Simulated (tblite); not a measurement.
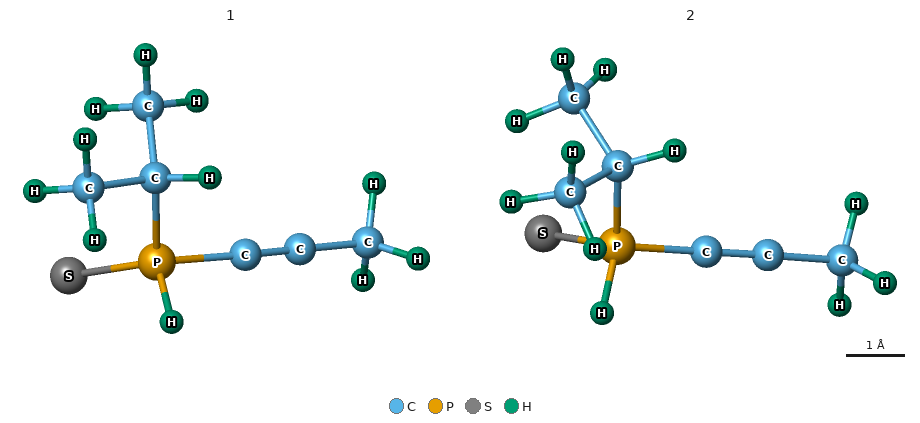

Two geometries of C6H11PS, drawn at one scale. One is the start of a relaxation, the other its converged end. Style: ball-and-stick. Shown from a free direction.

All numbers below come from GFN2-xTB geometry optimisation, gas phase in tblite. 

Question: Which geometry has the lower energy?

Answer: Structure 1 is the relaxed one. The atom that moves furthest after the best rigid fit is an H atom (1.05 Å). Largest moves by element: H 1.05 Å, S 0.81 Å, C 0.61 Å, P 0.33 Å. Near-neighbour distances that change, for instance: P–S 1.756 → 1.931 Å, C–P 1.804 → 1.856 Å, C–C 1.484 → 1.441 Å, C–H 1.127 → 1.088 Å. Among the angles between lasting bonds that change: C–P–H 111.2° → 100.9°, C–C–P 179.4° → 170.2°, C–C–C 105.0° → 112.3°. Groups turn about C–P by about 35°. Over 115 geometry steps the energy falls by 34.7 kcal/mol.
